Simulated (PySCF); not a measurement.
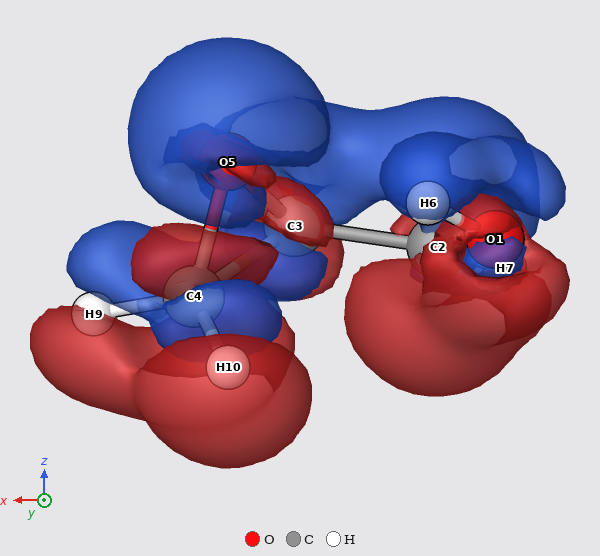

*C3H5O2, doublet, SMILES `O[CH]C1CO1`. Change of the electron density in a uniform field of 0.41 V/Å, surfaces at ±0.002 e/Å³ (red: gain, blue: loss).*

Computed with PySCF, PBE0/def2-SVP, geometry: GFN2-xTB. No frequency check shows the geometry to be a minimum. A basis without diffuse functions makes polarisabilities too small. The stability of the open-shell solution wasn't checked. GFN2-xTB doesn't know the spin state, so this open-shell geometry is rough.

Cartesian coordinates (Å):

```
O1      -1.6806    0.5649   -0.0924
C2      -1.0404   -0.6336   -0.0722
C3       0.3887   -0.6916    0.1488
C4       1.3443    0.1612   -0.6175
O5       0.9862    0.4645    0.7013
H6      -1.0491    1.2329    0.2207
H7      -1.6537   -1.4979   -0.2198
H8       0.7761   -1.6404    0.5106
H9       2.3624   -0.1799   -0.7603
H10      0.9629    0.8341   -1.3771
```

### Along which Cartesian direction does the field point?

Along +z: electrons gather on the −z side, against the field.

### How large is the response?

The induced dipole is 0.57 D (along the field); α along this axis, from the fields in both directions, is 28 bohr³ (4.1 Å³).

### Which atoms gain and lose the most charge?

Electrons gather most on H10 (Hirshfeld charge changes by −0.013 e) and leave O5 most (+0.018 e); 0.069 electrons are displaced in all.
